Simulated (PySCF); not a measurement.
System: C5H5O2 (SMILES C#C[CH]COC=O) (doublet).

Input

```
{"job": {"kind": "epr", "basis": "pcH-1"}, "charge": 0, "multiplicity": 2}
C      3.205758    -0.346241     0.627862
C      2.092910    -0.074063     0.216455
C      0.846030     0.212982    -0.243018
C     -0.369151    -0.474120     0.260245
O     -1.340766     0.494339     0.711682
C     -2.463321     0.600233     0.030867
O     -2.792349    -0.036343    -0.926337
H      4.169955    -0.562813     0.978368
H      0.717474     0.981527    -0.989573
H     -0.847510    -1.067406    -0.535083
H     -0.137779    -1.118183     1.112432
H     -3.080054     1.389403     0.494794
```

Launched as:

```sh
OMP_NUM_THREADS=1 python probes_run.py task.json out
```

Geometry: GFN2-xTB.

These are results of UKS B3LYP, pcH-1 on C H O, non-relativistic, mean-field spin-orbit, GIAO (PySCF), not measurements.

### What will maps of the electron density, electron localisation function and spin density show?

C–C (1.22 Å): the density is about 2.6 e/Å³ at the midpoint; the ELF peaks at about 0.90 between the atoms: a short, multiple covalent bond.
C–H (1.05 Å): ρ at the midpoint is about 2 e/Å³; the ELF climbs to about 1 towards the hydrogen, as it does in any bond to H: a covalent bond by its length.
C–C (1.36 Å): ρ at the midpoint is about 2.1 e/Å³; the ELF peaks at about 0.95 between the atoms: localised, covalent bonding.
The unpaired spin (1 electron) lies mostly on C3 (about 0.5) and C1 (about 0.4), in electrons by Hirshfeld's partition.

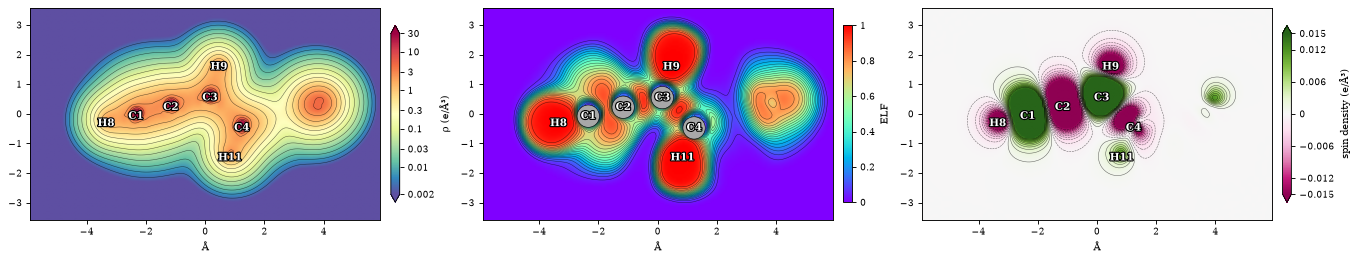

Computed electron density, electron localisation function and spin density on the plane of atoms C2, C3 and C4, in this order. Grey discs cover the atomic cores in the ELF map. 
